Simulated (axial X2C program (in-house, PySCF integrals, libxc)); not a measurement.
# All-electron X2C curves of SeCu

Aim: find the lowest determinant of SeCu, scan the bond at several levels and fit the constants, once spin-free and once with spin–orbit coupling.

Program: an in-house X2C program for linear molecules on PySCF integrals. Level of theory: all-electron X2C, Se dyall-v3z, Cu dyall-v3z. These are calculated values, not measurements.

**1. Input**

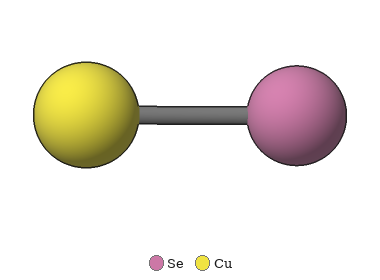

The two atoms at 2.220 Å (selenium pink, copper yellow).

Input file task.json:

```json
{
 "zs": [
  34,
  29
 ],
 "q": 0,
 "bas": [
  "dyall-v3z",
  "dyall-v3z"
 ],
 "levels": [
  "PBE0",
  "HF",
  "r2SCAN0",
  "PBE"
 ],
 "cc": false,
 "r0": 2.22,
 "npts": 10,
 "nst": 2,
 "ntry": 6,
 "opt": {
  "auxb": 6.0
 }
}
```

Keys: zs atomic numbers; q charge; bas basis sets; levels methods (HF also brings MP2); cc coupled cluster on or off; r0 starting distance in Å; npts points asked for on the curve; nst determinants followed; ntry starts of the search; auxb ratio of fitting exponents.

Started as:

```sh
> python so2c.py task.json out
```

Spin-free means the one-electron spin-free X2C Hamiltonian; two-component (2c) means X2C with spin–orbit coupling and atomic mean-field two-electron Coulomb and Gaunt terms. Basis: Se dyall-v3z contracted to [8s9p6d1f], Cu dyall-v3z contracted to [9s9p6d3f2g]; Gaussian nuclei, density fitting. Masses: Se 79.917 u, Cu 62.930 u.

Notation: σ, π±, δ± give the projection m of an orbital's angular momentum (0, ±1, ±2), α and β its spin, Λ and M_S the sums; ω is the projection of a spinor's total angular momentum and Ω the sum. Logs are in hartree.

The results follow Hamiltonian by Hamiltonian and level by level.

**2. Which state to follow**

Determinants are compared with PBE0 at 2.220 Å.

Spin-free determinants:

```
ΔE (eV)             state                          open shells
   0.00  M_S = 1/2, Λ = 1  beyond closed shells: π+α, π+β, π-α
   1.35  M_S = 1/2, Λ = 0             beyond closed shells: σα
   1.73  M_S = 3/2, Λ = 0   beyond closed shells: σα, π+α, π-α
   1.91  M_S = 1/2, Λ = 0   beyond closed shells: σβ, π+α, π-α
   2.60  M_S = 1/2, Λ = 0   beyond closed shells: σα, π+β, π-α
   2.60  M_S = 1/2, Λ = 2   beyond closed shells: σα, π+α, π+β
   2.83  M_S = 1/2, Λ = 2  beyond closed shells: δ+α, δ+β, δ-α
```

Two-component determinants:

```json
{"ΔE (eV)": "0.00", "state": "Ω = 3/2", "open shells": "excess of +ω over −ω: ω = 3/2"}
{"ΔE (eV)": "0.19", "state": "Ω = 1/2", "open shells": "excess of +ω over −ω: ω = 1/2"}
{"ΔE (eV)": "2.00", "state": "Ω = 1/2", "open shells": "excess of +ω over −ω: 2 × ω = -1/2, ω = 3/2"}
{"ΔE (eV)": "2.50", "state": "Ω = 1/2", "open shells": "excess of +ω over −ω: ω = 1/2"}
{"ΔE (eV)": "2.58", "state": "Ω = 5/2", "open shells": "excess of +ω over −ω: 2 × ω = 1/2, ω = 3/2"}
{"ΔE (eV)": "2.63", "state": "Ω = 3/2", "open shells": "excess of +ω over −ω: 3 × ω = 1/2"}
{"ΔE (eV)": "2.82", "state": "Ω = 5/2", "open shells": "excess of +ω over −ω: ω = 5/2"}
```

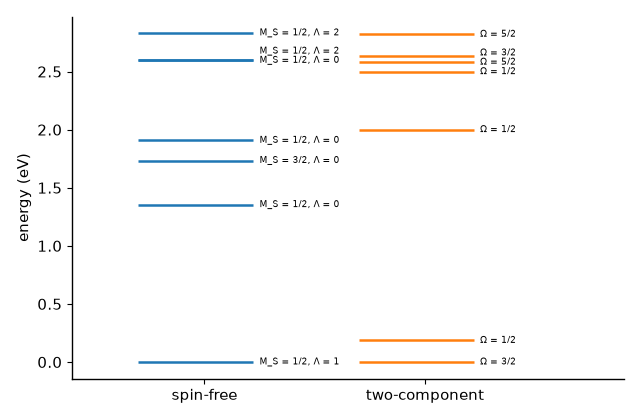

The determinants found, each set from its own lowest.

**3. PBE0, spin-free**

State followed: M_S = 1/2, Λ = 1 (beyond closed shells: π+α, π+β, π-α). The scan is laid around 2.268 Å, a first estimate of the minimum, and this SCF restarts from the orbitals of the search.

The SCF at the reference distance of 2.268 Å:

```text
spin-free X2C-1e  PBE0
basis functions 177  fitting functions 498  grid points 5799
iter        total energy     max residual
   1      -4084.235297182     1.52e+00
   2      -4084.993760951     1.52e-02
   3      -4084.984814028     3.75e-02
   4      -4084.995457457     4.76e-03
   5      -4084.995853696     1.43e-03
   6      -4084.995878744     3.87e-04
   7      -4084.995880282     8.18e-05
   8      -4084.995880404     3.93e-05
   9      -4084.995880451     1.68e-05
  10      -4084.995880456     4.96e-06
  11      -4084.995880457     1.31e-06
converged
one-electron -6142.45132956  Coulomb 1983.13536698  exact exchange -37.96063716  xc functional -117.77603996  nuclear repulsion 230.05675924
```

Along the bond, energies from the lowest point:

```tsv
R (Å)	E (eV)	μ (D)	HOMO (eV)	LUMO (eV)	iterations
1.973	0.6316	3.63	-6.15	-4.02	12
2.064	0.2761	3.75	-6.12	-4.00	12
2.132	0.1125	3.83	-6.10	-3.98	12
2.200	0.0243	3.92	-6.09	-3.95	11
2.268	0.0000	4.01	-6.07	-3.93	11
2.347	0.0359	4.13	-6.05	-3.90	11
2.427	0.1244	4.25	-6.02	-3.86	11
2.529	0.2913	4.42	-5.99	-3.81	12
2.654	0.5440	4.63	-5.95	-3.76	13
2.835	0.9454	4.93	-5.90	-3.68	13
```

Dipoles are positive if Cu is the positive end.

Re = 2.264 Å, ωe = 295.2 cm⁻¹, ωexe = 0.894 cm⁻¹, Be = 0.09345 cm⁻¹, De = 2.76 eV, μ = 4.01 D.

**4. HF, spin-free**

The SCF at the reference distance of 2.268 Å:

```text
spin-free X2C-1e  HF
basis functions 177  fitting functions 498  grid points 5799
iter        total energy     max residual
   1      -4081.101751978     1.48e-01
   2      -4081.149299546     1.03e-02
   3      -4081.153351004     1.21e-02
   4      -4081.155028590     4.98e-03
   5      -4081.155801750     2.45e-03
   6      -4081.156034490     1.16e-03
   7      -4081.156113429     6.55e-04
   8      -4081.156124020     2.22e-04
   9      -4081.156125745     1.00e-04
  10      -4081.156126136     4.04e-05
  11      -4081.156126186     1.91e-05
  12      -4081.156126203     1.36e-05
  13      -4081.156126212     8.53e-06
  14      -4081.156126214     2.02e-06
  15      -4081.156126214     3.97e-07
converged
one-electron -6142.70670883  Coulomb 1983.52521970  exact exchange -152.03139633  xc functional 0.00000000  nuclear repulsion 230.05675924
```

Re = 2.352 Å, ωe = 282.1 cm⁻¹, ωexe = 0.697 cm⁻¹, Be = 0.08654 cm⁻¹, De = 2.30 eV, μ = 6.06 D.

**5. r2SCAN0, spin-free**

The SCF at the reference distance of 2.268 Å:

```text
spin-free X2C-1e  r2SCAN0
basis functions 177  fitting functions 498  grid points 5799
iter        total energy     max residual
   1      -4085.393321596     4.29e-02
   2      -4085.394692709     1.02e-02
   3      -4085.389431221     2.93e-02
   4      -4085.395496998     1.14e-03
   5      -4085.395526244     8.96e-04
   6      -4085.395534086     1.48e-04
   7      -4085.395534259     2.51e-05
   8      -4085.395534273     9.57e-06
   9      -4085.395534278     5.02e-06
  10      -4085.395534279     2.71e-06
converged
one-electron -6143.05393068  Coulomb 1983.78910346  exact exchange -37.97622971  xc functional -118.21123659  nuclear repulsion 230.05675924
```

Re = 2.251 Å, ωe = 298.1 cm⁻¹, ωexe = 0.863 cm⁻¹, Be = 0.09452 cm⁻¹, De = 2.66 eV, μ = 4.25 D.

**6. PBE, spin-free**

Output at 2.268 Å:

```text
spin-free X2C-1e  PBE
basis functions 177  fitting functions 498  grid points 5799
iter        total energy     max residual
   1      -4085.293396396     5.42e-02
   2      -4085.260106417     7.17e-02
   3      -4085.201168786     1.08e-01
   4      -4085.299914494     1.75e-02
   5      -4085.296930803     1.65e-02
   6      -4085.302468195     4.62e-03
   7      -4085.302739904     7.25e-04
   8      -4085.302751568     8.15e-05
   9      -4085.302751667     1.02e-05
  10      -4085.302751668     5.61e-06
converged
one-electron -6141.32227512  Coulomb 1981.93695382  exact exchange 0.00000000  xc functional -155.97418960  nuclear repulsion 230.05675924
```

Re = 2.257 Å, ωe = 304 cm⁻¹, ωexe = 1.05 cm⁻¹, Be = 0.09404 cm⁻¹, De = 2.79 eV, μ = 3.30 D.

**7. Correlated methods, spin-free**

Correlated methods: 17 electrons correlated (frozen shells, counted by type: Se 3 s, 2 p, 1 d; Cu 3 s, 2 p), 249 virtual spinors in MP2.

MP2: Re = 2.188 Å, ωe = 322 cm⁻¹, Be = 0.1 cm⁻¹, De = 3.79 eV.

**8. A higher determinant, spin-free**

State: M_S = 1/2, Λ = 0 (beyond closed shells: σα).

Output at the reference distance:

```text
spin-free X2C-1e  PBE0
basis functions 177  fitting functions 498  grid points 5799
iter        total energy     max residual
   1      -4084.202322240     1.52e+00
   2      -4084.943622056     1.38e-02
   3      -4084.938141764     3.10e-02
   4      -4084.944973471     6.92e-03
   5      -4084.945537938     2.16e-03
   6      -4084.945576820     5.42e-04
   7      -4084.945581289     2.39e-04
   8      -4084.945582077     2.38e-04
   9      -4084.945583228     6.01e-05
  10      -4084.945583562     4.62e-05
  11      -4084.945583614     9.69e-06
  12      -4084.945583616     3.05e-06
  13      -4084.945583617     3.92e-07
converged
one-electron -6141.42049593  Coulomb 1982.14347843  exact exchange -37.95906928  xc functional -117.76625609  nuclear repulsion 230.05675924
```

```tsv
R (Å)	E above the lowest PBE0 point (eV)
1.973	1.910
2.064	1.579
2.132	1.437
2.200	1.372
2.268	1.369
2.347	1.423
2.427	1.519
2.529	1.680
2.654	1.902
```

Re = 2.238 Å, ωe = 297.7 cm⁻¹, ωexe = 1.45 cm⁻¹, Be = 0.09562 cm⁻¹, μ = 5.30 D. Te = 1.36 eV.

**9. The spin-free curves together**

Energy (eV) of the followed determinant, spin-free, from each level's lowest point:

```tsv
R (Å)	PBE0	HF	MP2	r2SCAN0	PBE
1.973	0.632	1.042	0.358	0.575	0.636
2.064	0.276	0.561	0.113	0.240	0.271
2.132	0.112	0.309	0.021	0.090	0.106
2.200	0.024	0.138	0.000	0.014	0.020
2.268	0.000	0.040	0.039	0.000	0.000
2.347	0.036	0.000	0.148	0.047	0.043
2.427	0.124	0.026	0.309	0.145	0.140
2.529	0.291	0.133	0.572	0.323	0.315
2.654	0.544	0.339	0.939	0.588	0.572
2.835	0.945	0.709	1.496	1.005	0.969
```

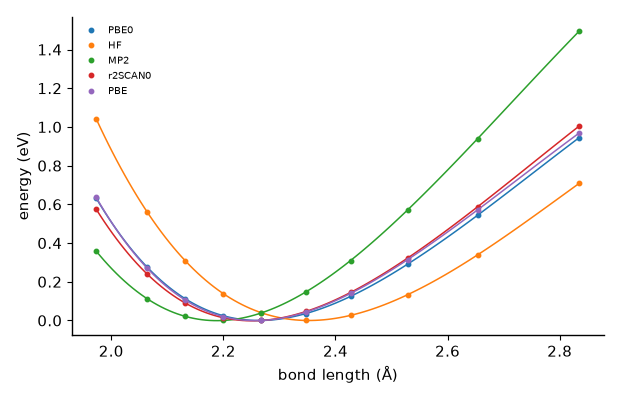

Curves of the followed state, spin-free, each from its own lowest point.

**10. PBE0, 2c**

State followed: Ω = 3/2 (excess of +ω over −ω: ω = 3/2). The scan is laid around 2.268 Å, a first estimate of the minimum, and this SCF restarts from the orbitals of the search.

The SCF at the reference distance of 2.268 Å:

```text
two-component X2C + atomic mean field  PBE0
basis functions 177  fitting functions 498  grid points 5799
iter        total energy     max residual
   1      -4082.933279460     1.52e+00
   2      -4083.693679981     1.52e-02
   3      -4083.684784479     3.75e-02
   4      -4083.695383933     4.73e-03
   5      -4083.695775701     1.43e-03
   6      -4083.695800597     3.85e-04
   7      -4083.695802104     7.94e-05
   8      -4083.695802217     3.77e-05
   9      -4083.695802259     1.63e-05
  10      -4083.695802264     4.59e-06
  11      -4083.695802264     1.07e-06
converged
one-electron -6139.17511826  Coulomb 1982.50922048  exact exchange -37.94747151  xc functional -117.73518358  nuclear repulsion 230.05675924  atomic mean-field constant -1.40400864
```

Along the bond, energies from the lowest point:

```tsv
R (Å)	E (eV)	μ (D)	HOMO (eV)	LUMO (eV)	iterations
1.973	0.6404	3.61	-6.23	-3.92	12
2.064	0.2818	3.73	-6.21	-3.90	12
2.132	0.1161	3.81	-6.19	-3.88	12
2.200	0.0261	3.90	-6.17	-3.86	11
2.268	0.0000	3.99	-6.15	-3.83	11
2.347	0.0341	4.10	-6.13	-3.80	11
2.427	0.1209	4.22	-6.11	-3.76	11
2.529	0.2860	4.38	-6.08	-3.72	12
2.654	0.5367	4.59	-6.04	-3.66	13
2.835	0.9355	4.88	-5.98	-3.59	13
```

Dipoles are positive if Cu is the positive end.

Re = 2.266 Å, ωe = 294.6 cm⁻¹, ωexe = 0.897 cm⁻¹, Be = 0.09327 cm⁻¹, De = 2.82 eV, μ = 3.99 D.

**11. HF, 2c**

Output at 2.268 Å:

```text
two-component X2C + atomic mean field  HF
basis functions 177  fitting functions 498  grid points 5799
iter        total energy     max residual
   1      -4079.803033211     1.48e-01
   2      -4079.850439482     1.03e-02
   3      -4079.854468188     1.19e-02
   4      -4079.856116527     5.00e-03
   5      -4079.856884326     2.41e-03
   6      -4079.857116312     1.16e-03
   7      -4079.857195563     6.55e-04
   8      -4079.857206169     2.21e-04
   9      -4079.857207874     9.99e-05
  10      -4079.857208268     4.07e-05
  11      -4079.857208320     1.94e-05
  12      -4079.857208338     1.40e-05
  13      -4079.857208347     8.57e-06
  14      -4079.857208350     2.00e-06
  15      -4079.857208350     3.98e-07
converged
one-electron -6139.42421180  Coulomb 1982.89242159  exact exchange -151.97816874  xc functional 0.00000000  nuclear repulsion 230.05675924  atomic mean-field constant -1.40400864
```

Re = 2.354 Å, ωe = 281.6 cm⁻¹, ωexe = 0.697 cm⁻¹, Be = 0.08645 cm⁻¹, De = 2.33 eV, μ = 6.06 D.

**12. r2SCAN0, 2c**

The SCF at the reference distance of 2.268 Å:

```text
two-component X2C + atomic mean field  r2SCAN0
basis functions 177  fitting functions 498  grid points 5799
iter        total energy     max residual
   1      -4084.092545174     4.25e-02
   2      -4084.093924315     1.02e-02
   3      -4084.088724449     2.92e-02
   4      -4084.094724775     1.13e-03
   5      -4084.094753546     8.94e-04
   6      -4084.094761314     1.47e-04
   7      -4084.094761484     2.50e-05
   8      -4084.094761497     8.82e-06
   9      -4084.094761501     4.52e-06
  10      -4084.094761502     2.46e-06
converged
one-electron -6139.77650678  Coulomb 1983.16168544  exact exchange -37.96304363  xc functional -118.16964714  nuclear repulsion 230.05675924  atomic mean-field constant -1.40400864
```

Re = 2.253 Å, ωe = 297.6 cm⁻¹, ωexe = 0.866 cm⁻¹, Be = 0.09434 cm⁻¹, De = 2.73 eV, μ = 4.23 D.

**13. PBE, 2c**

Output at 2.268 Å:

```text
two-component X2C + atomic mean field  PBE
basis functions 177  fitting functions 498  grid points 5799
iter        total energy     max residual
   1      -4083.992849303     5.43e-02
   2      -4083.961810635     7.01e-02
   3      -4083.900353619     1.09e-01
   4      -4083.999311279     1.75e-02
   5      -4083.996456918     1.63e-02
   6      -4084.001879134     4.37e-03
   7      -4084.002125684     6.98e-04
   8      -4084.002136433     7.37e-05
   9      -4084.002136517     8.55e-06
  10      -4084.002136518     5.18e-06
converged
one-electron -6138.05302671  Coulomb 1981.31818051  exact exchange 0.00000000  xc functional -155.92004092  nuclear repulsion 230.05675924  atomic mean-field constant -1.40400864
```

Re = 2.259 Å, ωe = 302 cm⁻¹, ωexe = 1.06 cm⁻¹, Be = 0.09381 cm⁻¹, De = 2.86 eV, μ = 3.27 D.

**14. MP2, 2c**

Correlated methods: 17 electrons correlated (frozen shells, counted by type: Se 3 s, 2 p, 1 d; Cu 3 s, 2 p), 249 virtual spinors in MP2.

MP2: Re = 2.190 Å, ωe = 322 cm⁻¹, Be = 0.09986 cm⁻¹, De = 3.76 eV.

**15. A higher determinant, 2c**

State: Ω = 1/2 (excess of +ω over −ω: ω = 1/2).

Output at the reference distance:

```text
two-component X2C + atomic mean field  PBE0
basis functions 177  fitting functions 498  grid points 5799
iter        total energy     max residual
   1      -4082.926727995     1.52e+00
   2      -4083.686840044     1.52e-02
   3      -4083.677839043     3.76e-02
   4      -4083.688537535     4.82e-03
   5      -4083.688940622     1.43e-03
   6      -4083.688965768     3.93e-04
   7      -4083.688967358     8.53e-05
   8      -4083.688967488     4.21e-05
   9      -4083.688967541     1.73e-05
  10      -4083.688967547     5.03e-06
  11      -4083.688967547     1.24e-06
converged
one-electron -6139.06393611  Coulomb 1982.40228170  exact exchange -37.94691190  xc functional -117.73315183  nuclear repulsion 230.05675924  atomic mean-field constant -1.40400864
```

```tsv
R (Å)	E above the lowest PBE0 point (eV)
1.973	0.822
2.064	0.465
2.132	0.301
2.200	0.211
2.268	0.186
2.347	0.221
2.427	0.308
2.529	0.474
2.654	0.725
```

Re = 2.265 Å, ωe = 294.7 cm⁻¹, ωexe = 0.895 cm⁻¹, Be = 0.09333 cm⁻¹, μ = 4.02 D. Te = 0.19 eV.

**16. The 2c curves together**

Energy (eV) of the followed determinant, 2c, from each level's lowest point:

```tsv
R (Å)	PBE0	HF	MP2	r2SCAN0	PBE
1.973	0.640	1.047	0.364	0.583	0.646
2.064	0.282	0.565	0.116	0.246	0.278
2.132	0.116	0.312	0.023	0.094	0.110
2.200	0.026	0.140	0.000	0.016	0.022
2.268	0.000	0.041	0.038	0.000	0.000
2.347	0.034	0.000	0.145	0.045	0.041
2.427	0.121	0.025	0.305	0.141	0.135
2.529	0.286	0.131	0.566	0.318	0.307
2.654	0.537	0.336	0.932	0.581	0.561
2.835	0.936	0.704	1.487	0.996	0.954
```

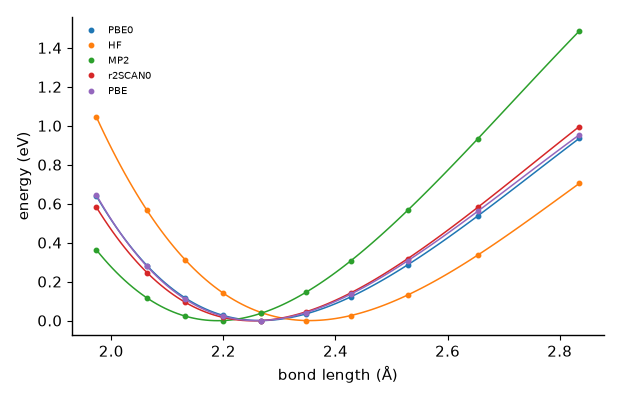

Curves of the followed state, 2c, each from its own lowest point.

The whole job took 2.2 min on 1 thread, shared host.

**17. Constants**

| Hamiltonian | level | Re (Å) | ωe (cm⁻¹) | De (eV) |
| --- | --- | --- | --- | --- |
| spin-free | PBE0 | 2.264 | 295.2 | 2.76 |
| spin-free | HF | 2.352 | 282.1 | 2.30 |
| spin-free | MP2 | 2.188 | 322 | 3.79 |
| spin-free | r2SCAN0 | 2.251 | 298.1 | 2.66 |
| spin-free | PBE | 2.257 | 304 | 2.79 |
| 2c | PBE0 | 2.266 | 294.6 | 2.82 |
| 2c | HF | 2.354 | 281.6 | 2.33 |
| 2c | MP2 | 2.190 | 322 | 3.76 |
| 2c | r2SCAN0 | 2.253 | 297.6 | 2.73 |
| 2c | PBE | 2.259 | 302 | 2.86 |

**Reading.** One setting of the input is poor: density fitting set too sparse (a ratio of 6 between fitting exponents, against the usual 2). The numbers above are not properties of SeCu; the cure is to run again with the usual setting.
